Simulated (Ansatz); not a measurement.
Process, species as SMILES: P (PH3) → [PH2] (PH2) + H atom
B3LYP-D3(BJ)/def2-TZVP geometries, fixed; electronic energies without zero-point terms.

Basis-set convergence of the bond dissociation energy at r2SCAN with Ansatz (a quantum-chemistry and plane-wave program). Cartesian d functions, on some or all atoms, in 6-31G*, 6-31G**, 6-311G**, 6-311+G**; all else is spherical. The program fits the integrals of some runs and decomposes those of others, by size. Open shells are unrestricted. No added dispersion term, no relativity. Functions are those of the species that has most. Reference: the value in pcseg-4, 84.47 kcal/mol. Deviations are taken from unrounded values.

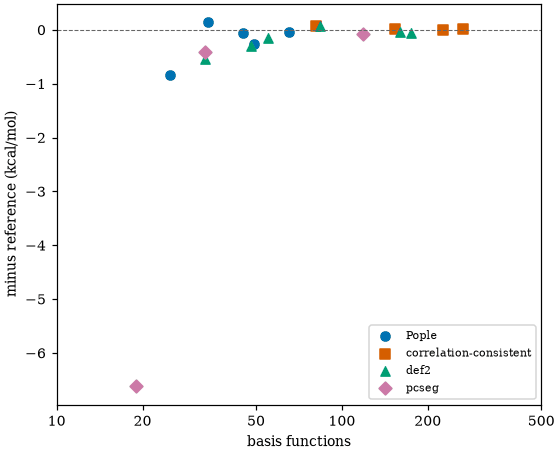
Figure. Deviation from the reference against the number of basis functions, by family of sets.

```tsv
basis	functions	bond dissociation energy (kcal/mol)	minus reference (kcal/mol)
pcseg-0	19	77.85	-6.62
6-31G*	25	83.64	-0.83
def2-SVP	33	83.93	-0.54
pcseg-1	33	84.07	-0.41
6-31G**	34	84.62	0.15
6-311G**	45	84.41	-0.06
def2-SVPD	48	84.17	-0.31
6-311+G**	49	84.21	-0.27
def2-TZVP	55	84.33	-0.15
6-311++G(2d,2p)	65	84.44	-0.03
cc-pV(T+d)Z	81	84.54	0.07
def2-TZVPP	84	84.55	0.08
aug-pcseg-2	119	84.39	-0.08
cc-pV(Q+d)Z	154	84.50	0.02
def2-QZVPP	160	84.44	-0.03
def2-QZVPPD	175	84.42	-0.05
aug-cc-pV(Q+d)Z	227	84.47	0.00
cc-pV(5+d)Z	265	84.50	0.02
```
